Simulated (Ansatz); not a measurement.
Mg2SbCl

```yaml
crystal:
  lattice:
    - [4.29388, 0.00000, 0.00000]
    - [-2.14694, 3.71861, 0.00000]
    - [0.00000, 0.00000, 19.34340]
  atoms:
    - { symbol: Mg, position: [0.00000, 0.00000, 0.23698] }
    - { symbol: Mg, position: [0.66667, 0.33333, 0.57031] }
    - { symbol: Mg, position: [0.33333, 0.66667, 0.90365] }
    - { symbol: Mg, position: [0.66667, 0.33333, 0.09635] }
    - { symbol: Mg, position: [0.33333, 0.66667, 0.42969] }
    - { symbol: Mg, position: [0.00000, 0.00000, 0.76302] }
    - { symbol: Sb, position: [0.33333, 0.66667, 0.16667] }
    - { symbol: Sb, position: [0.00000, 0.00000, 0.50000] }
    - { symbol: Sb, position: [0.66667, 0.33333, 0.83333] }
    - { symbol: Cl, position: [0.00000, 0.00000, 0.00000] }
    - { symbol: Cl, position: [0.66667, 0.33333, 0.33333] }
    - { symbol: Cl, position: [0.33333, 0.66667, 0.66667] }
```

Space group R-3m.

These are results of Ansatz, DFT PBE, scalar-relativistic, plane waves, PAW, not measurements.

**What will maps of the valence pseudo-density and electron localisation function show?**

Mg–Sb (2.83 Å): ρ at the midpoint is about 0.27 e/Å³; the ELF peaks at about 0.75 in the valence shell of Sb, 1.4 Å from its nucleus, and is about 0.75 at the midpoint.
Mg–Cl (3.10 Å): ρ at the midpoint is about 0.1 e/Å³, with its minimum of 0.06 e/Å³ about 1.2 Å from Mg; the ELF peaks at about 0.85 in the valence shell of Cl, 0.8 Å from its nucleus, and is about 0.35 at the midpoint.

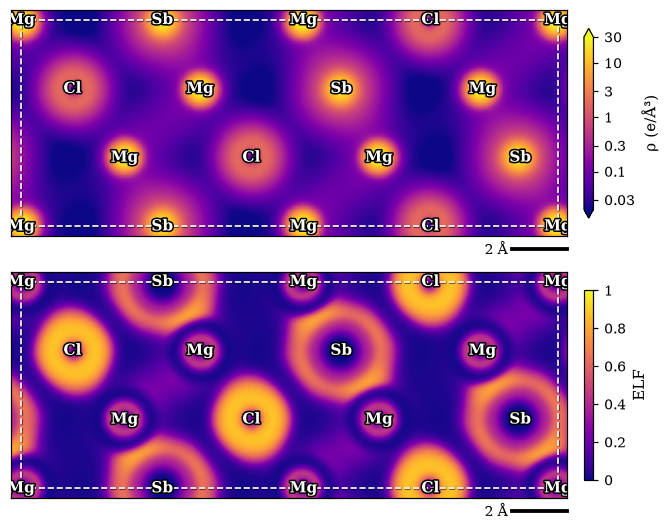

Computed valence pseudo-density and electron localisation function on the (110) plane of the conventional cell, in this order. 

In a PAW calculation such maps are meaningful between the atoms, not at the nuclei.
